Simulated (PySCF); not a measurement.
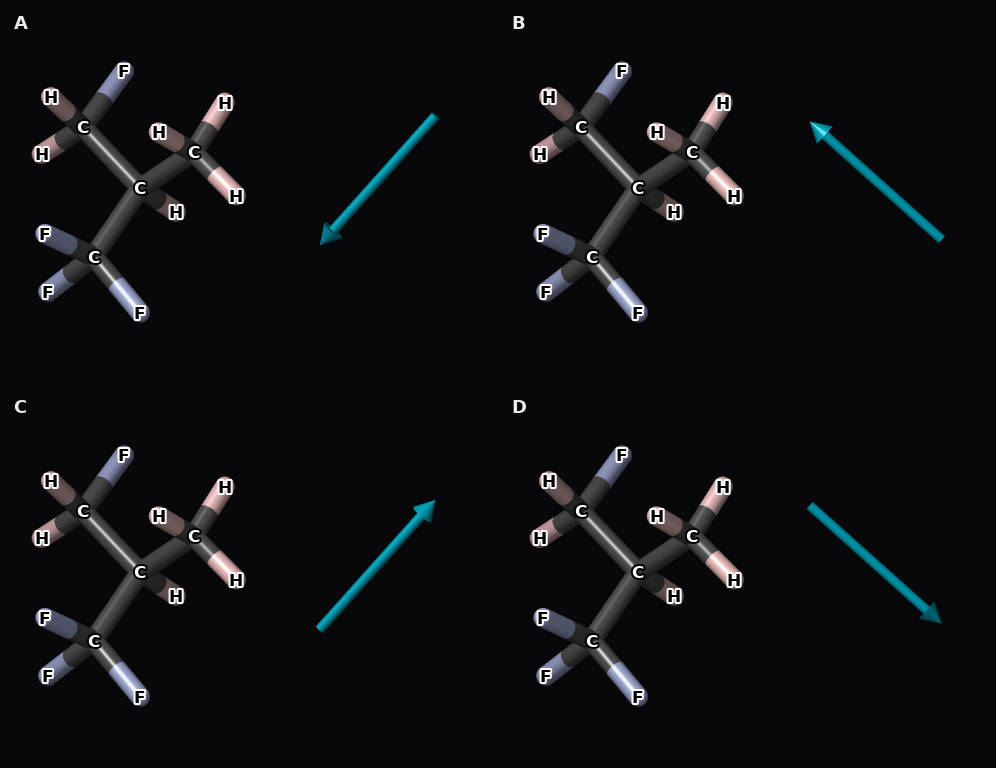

The same molecule four times, each with an arrow. Computed geometry: GFN2-xTB optimisation. No frequency run is at hand to confirm it as a minimum. Properties computed with PBE0/pcSseg-1, gas phase (PySCF 2.14.0).

**Which arrow points along the dipole moment, from the negative to the positive end?**

C. The dipole moment is 0.76 D.
